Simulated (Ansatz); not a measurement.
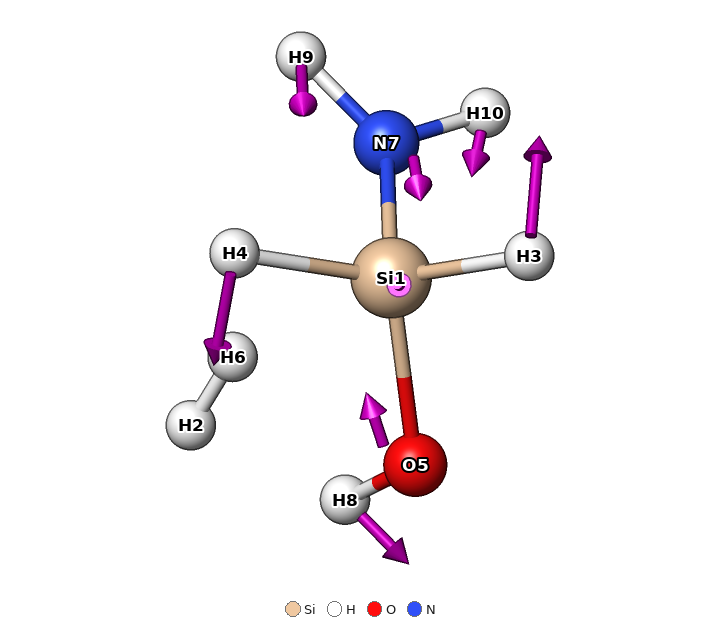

The arrows show one normal mode. Harmonic vibrations computed with RKS PBE0-D4/def2-TZVP (Ansatz 0.2.0) at a stationary point of the same level.

> Estimate its harmonic wavenumber.

822 cm⁻¹; it is mode 12 of 24 counted from the lowest.
